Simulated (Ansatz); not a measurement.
## Convergence study of the plane-wave cutoff for WS₂ (P3m1, 3 atoms in the cell)

```yaml
crystal:
  lattice:
    - [3.16760, 0.00000, 0.00000]
    - [-1.58380, 2.74322, 0.00000]
    - [0.00000, 0.00000, 16.86583]
  atoms:
    - { symbol: W, position: [0.00000, 0.00000, 0.00297] }
    - { symbol: S, position: [0.33333, 0.66667, 0.90800] }
    - { symbol: S, position: [0.33333, 0.66667, 0.09200] }
```

Level of theory: PBEsol, default PAW files made with PBE (plane waves; Ansatz, a first-principles code).

Base settings: basis.ecutwfc = 420 eV; kpoints.mp_grid.grid = 9 9 2; hamiltonian.xc = pbesol; hamiltonian.pseudopotentials = {kind: paw} (the program's default PAW files); scf.occupations.method = fixed.

The second cell is the first with its lattice scaled by 0.98.

The mesh stays at the base's, so the ladder's end is converged at best in this setting alone.

The first pressure column holds Ansatz's estimate of the finite-basis (Pulay) stress, which hides part of the cutoff error; the other is without it.

Only quantities that move along the ladder and can be compared are tabulated.

The count of work is k-points × plane waves × bands × iterations; it is no time. 

The starting cell comes from a database of computed structures (which also holds hypothetical and non-ambient phases and stackings), without a prior relaxation at this level. Its lattice was rescaled by up to half a per cent. One atom was moved a little off its site on purpose. In the base run, forces exceed 1 eV/Å.

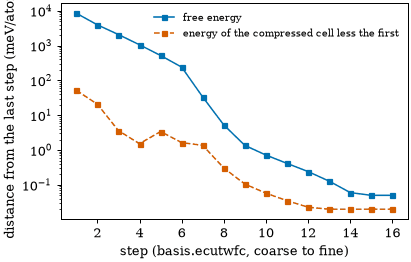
*Distance from the last step along the ladder; very small values are drawn at a floor.*

| basis.ecutwfc | free energy less the last step's (meV/atom) | energy of the compressed cell less the first (meV/atom) | pressure (GPa) | pressure without the Pulay estimate (GPa) | largest difference of a force vector from the last step's (eV/Å) | count of work / last |
|---|---|---|---|---|---|---|
| 145 eV | 8516.52 | -18.77 | 0.60 | -79.31 | 0.807 | 0.061 |
| 170 eV | 3957.98 | 53.99 | 0.26 | -46.45 | 0.451 | 0.070 |
| 190 eV | 2080.09 | 36.87 | -0.48 | -28.87 | 0.313 | 0.083 |
| 210 eV | 1057.76 | 34.78 | -0.37 | -17.17 | 0.118 | 0.095 |
| 230 eV | 520.79 | 29.84 | -0.16 | -9.79 | 0.080 | 0.10 |
| 250 eV | 241.36 | 34.89 | 0.02 | -5.26 | 0.084 | 0.10 |
| 295 eV | 33.38 | 34.62 | -0.03 | -1.05 | 0.028 | 0.16 |
| 335 eV | 5.25 | 33.56 | -0.10 | -0.26 | 0.005 | 0.17 |
| 380 eV | 1.36 | 33.36 | -0.11 | -0.13 | 0.002 | 0.20 |
| 420 eV | 0.72 | 33.31 | -0.11 | -0.12 | 0.001 | 0.24 |
| 460 eV | 0.41 | 33.29 | -0.12 | -0.12 | 0.001 | 0.28 |
| 505 eV | 0.24 | 33.28 | -0.12 | -0.12 | 0.000 | 0.31 |
| 565 eV | 0.13 | 33.27 | -0.12 | -0.12 | 0.000 | 0.37 |
| 630 eV | 0.06 | 33.26 | -0.12 | -0.12 | 0.000 | 0.44 |
| 735 eV | 0.03 | 33.26 | -0.12 | -0.12 | 0.000 | 0.54 |
| 840 eV | 0.02 | 33.25 | -0.12 | -0.12 | 0.000 | 0.76 |
| 1010 eV | 0.00 | 33.25 | -0.12 | -0.12 | 0.000 | 1.0 |

Coarsest basis.ecutwfc that holds the pressure without the Pulay estimate within 0.5 GPa of the last step, with all finer ones: 335 eV, at 0.17 of the last step's count of work; the step before is off by 0.93 GPa.

Coarsest basis.ecutwfc that holds the energy of the compressed cell less the first within 0.2 meV/atom of the last step, with all finer ones: 380 eV, at 0.20 of the last step's count of work; the step before is off by 0.30 meV/atom.

Coarsest basis.ecutwfc that holds the free energy within 2 meV/atom of the last step, with all finer ones: 380 eV, at 0.20 of the last step's count of work; the step before is off by 5.3 meV/atom.

The energy difference between the two cells stays within 1 meV/atom of the last step's from 335 eV on, the total only from 420 eV on: much of the error is common to both cells and cancels.

At the lowest cutoff the pressure without the Pulay estimate lies 79.2 GPa under the last step's, the usual sign of Pulay stress in an incomplete plane-wave basis.

Keys are those of Ansatz 0.2.
